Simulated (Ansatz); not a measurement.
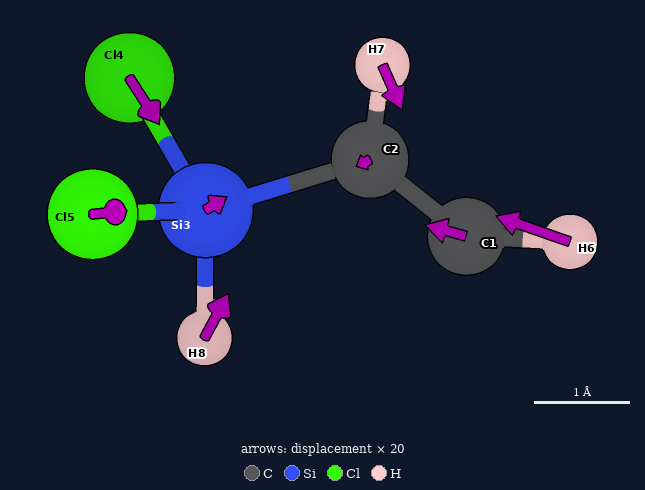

A relaxation of C$_{2}$H$_{3}$Cl$_{2}$Si (multiplicity 2). The starting structure is drawn; purple arrows show the displacements, magnified 20 times. The two geometries are superimposed by the best rigid fit.

A ball-and-stick model, seen at a tilt.

The start comes from PBE-D4/def2-SVP.

Theory: UKS PBE0-D4/def2-TZVP in Ansatz. Set-up: force threshold 0.005 eV/Å; at most 150 steps.

Question: Describe the change and its energy.

Answer: The energy falls by 4.82 kJ/mol in 6 geometry steps. The largest force component goes from 0.6 to 0.0013 eV/Å. The largest move after the best rigid fit is that of H6, 0.042 Å. Largest moves by element: H 0.042 Å, Cl 0.035 Å, C 0.023 Å, Si 0.015 Å. Some distances before and after: Si3–Cl4 2.078 → 2.046 Å, C2–Si3 1.871 → 1.849 Å, Si3–H8 1.492 → 1.473 Å, C2–H7 1.115 → 1.096 Å. The run took about 120 core-seconds on a shared host.
